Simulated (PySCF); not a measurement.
C₂H₆O₂S, SMILES `COS(C)=O`.

Computed with PySCF, BLYP/aug-cc-pVDZ, geometry: GFN2-xTB. No frequency check shows the geometry to be a minimum. GFN2-xTB bond lengths at metals and heavier atoms can be off by up to 0.1 Å and shapes distorted, which carries into these values.

The calculation's input:

```python
import numpy as np
from pyscf import gto, scf, dft
from pyscf.scf import atom_ks, atom_hf
from scipy.linalg import block_diag

def solve(mol, dm0=None, hcore=None):
    mf = (dft.UKS if mol.spin else dft.RKS)(mol, xc='blyp')
    mf.grids.level = 3
    mf = mf.density_fit(auxbasis='def2-universal-jkfit')
    mf.conv_tol, mf.max_cycle = 1e-8, 80
    if hcore is not None:
        mf.get_hcore = lambda *args: hcore
    mf.kernel(dm0)
    if not mf.converged:
        mf = mf.newton().run(mf.mo_coeff, mf.mo_occ, max_cycle=30)
    assert mf.converged, 'SCF not converged'
    return mf

mol = gto.M(atom='''
C      2.07412     0.17515    -0.13425
O      0.81202     0.77568     0.00145
S     -0.43936    -0.26113     0.46101
C     -1.70533     0.85284    -0.27722
O     -0.38399    -1.43176    -0.39229
H      2.56617     0.06771     0.83720
H      1.97745    -0.80872    -0.60347
H      2.67122     0.82369    -0.77475
H     -1.60014     0.82493    -1.35512
H     -2.68848     0.49836     0.01419
H     -1.53351     1.85278     0.10128
''', basis='aug-cc-pvdz', charge=0, spin=0, verbose=4)
field = np.array([0.002, 0.0, 0.0])  # atomic units
mol.set_common_orig(mol.atom_charges() @ mol.atom_coords() / mol.atom_charges().sum())
mf = solve(mol)
out = dict(dm0=mf.make_rdm1(), d0=mf.dip_moment(unit='AU'), e0=mf.e_tot)
for name, sign in (('p', 1), ('m', -1)):
    h = mf.get_hcore() + sign * np.einsum('x,xij->ij', field, mol.intor('int1e_r'))
    mi = solve(mol, mf.make_rdm1(), h)
    out.update({'dm' + name: mi.make_rdm1(), 'd' + name: mi.dip_moment(unit='AU'), 'e' + name: mi.e_tot})
# spherically averaged free atoms, for the promolecule
atm = atom_ks.get_atm_nrks(mol, xc='blyp')
pro = block_diag(*[(atm[a[0]][2] * atm[a[0]][3]) @ atm[a[0]][2].T for a in mol._atom])
np.savez('result.npz', pro=pro, **out)
```

Command:

```sh
OMP_NUM_THREADS=1 python input.py
```

The run took 2.2 min on 1 thread of Intel(R) Xeon(R) Processor @ 2.50GHz (Skylake/Cascade Lake), with other jobs on the host, peak memory 0.62 GiB.

Partitions, critical points and surface values were worked out afterwards from this run's density.

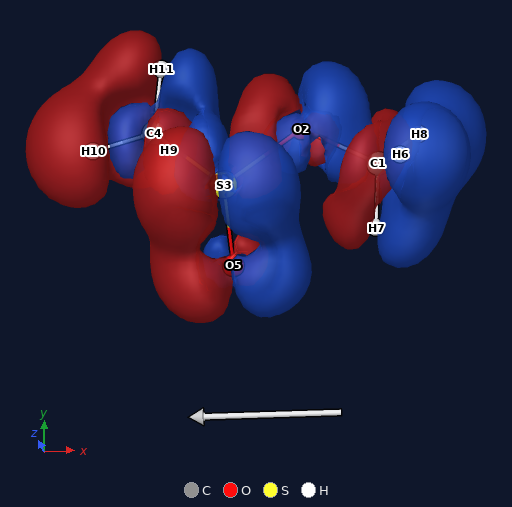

Change of the electron density in a uniform field of 0.10 V/Å along −x (arrow), surfaces at ±0.0005 e/Å³ (blue: gain, red: loss).

The field was applied in both directions; the picture shows the one opposite to the script's first.

### How large is the response?

The induced dipole is 0.37 D (along the field); α along this axis, from the fields in both directions, is 73 bohr³ (10.8 Å³).
